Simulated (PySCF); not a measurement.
SMILES [Br][SnH]([Br])[Br] (HBr3Sn) at its PBE0/def2-SVP optimised geometry (Å):

```
5

Sn    -0.8499    -1.1751     0.0000
Br    -1.6250     1.1751     0.0000
Br    -1.6254    -2.2477     2.0912
Br     1.6250    -1.1751     0.0000
H     -1.4513    -2.0064    -1.3600
```

Level of theory: PBE0/def2-TZVP, def2 effective core potentials past Kr (PySCF 2.14.0). The core electrons that the potentials of Sn replace are not part of the density. Cells within 0.4 Å of a nucleus heavier than hydrogen are left out (blank, or x).

Map of the electrostatic potential (hartree/e), clipped to [-0.08, 0.12] on the plane z = 0.0 Å:

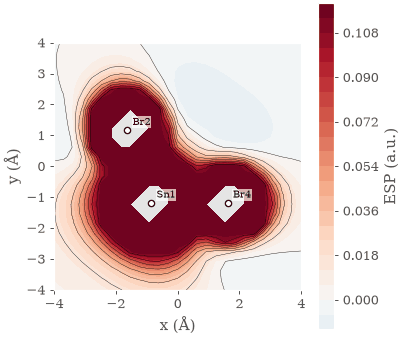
Electrostatic potential (hartree/e), clipped to [-0.08, 0.12] on the plane z = 0.0 Å.
